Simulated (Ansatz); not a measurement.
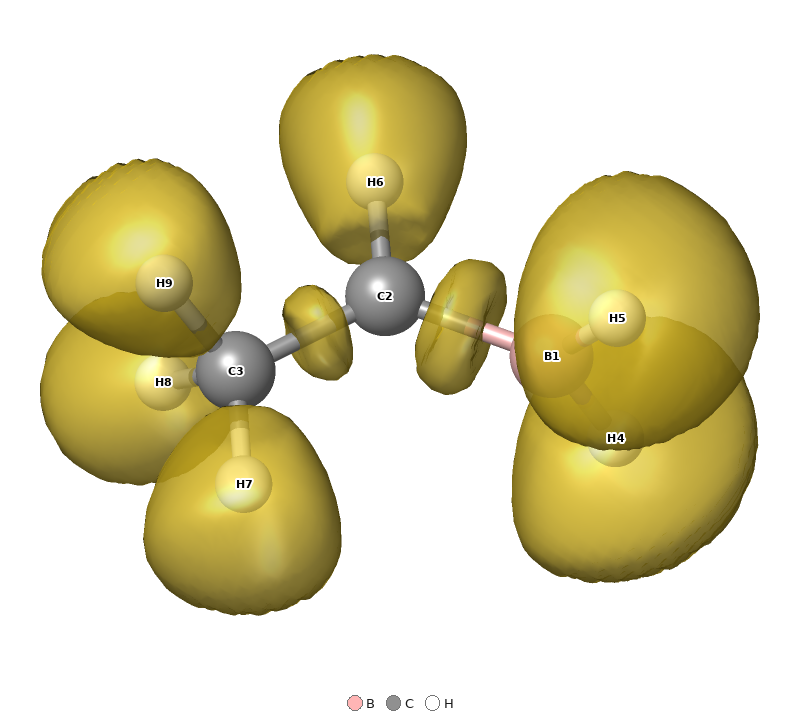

The picture shows: C$_{2}$H$_{6}$B (SMILES B[CH+]C) (charge +1). Isosurface of the ELF at 0.85 (yellow), seen at a tilt. Only the valence region is drawn (cores and ρ < 0.01 e/Å³ removed).

The calculation used RKS B3LYP-D4/def2-mTZVP in Ansatz 0.2.0.

```yaml
atoms:
  - { symbol: B, position_ang: [-0.4463, 0.7807, -1.2037] }
  - { symbol: C, position_ang: [-0.2429, 0.3559, 0.2237] }
  - { symbol: C, position_ang: [0.4802, -0.7929, 0.7126] }
  - { symbol: H, position_ang: [-1.3999, 0.3852, -1.7970] }
  - { symbol: H, position_ang: [0.3396, 1.5197, -1.7076] }
  - { symbol: H, position_ang: [-0.6954, 0.9891, 0.9958] }
  - { symbol: H, position_ang: [0.9361, -1.4309, -0.0371] }
  - { symbol: H, position_ang: [-0.1995, -1.3684, 1.3679] }
  - { symbol: H, position_ang: [1.2281, -0.4384, 1.4455] }
```

Question: Identify the bonds, lone pairs and shells in this picture.

Answer: The ELF exceeds this value in one region between bonded B–C atoms (shared pairs), one region between bonded C–C atoms (shared pairs) and six regions around hydrogen nuclei. Along the contacts the grid gives the following. C–C (1.44 Å): the ELF peaks at about 0.95 between the atoms: a covalent bond. C–B (1.50 Å): the ELF peaks at about 1 between the atoms: a covalent bond.
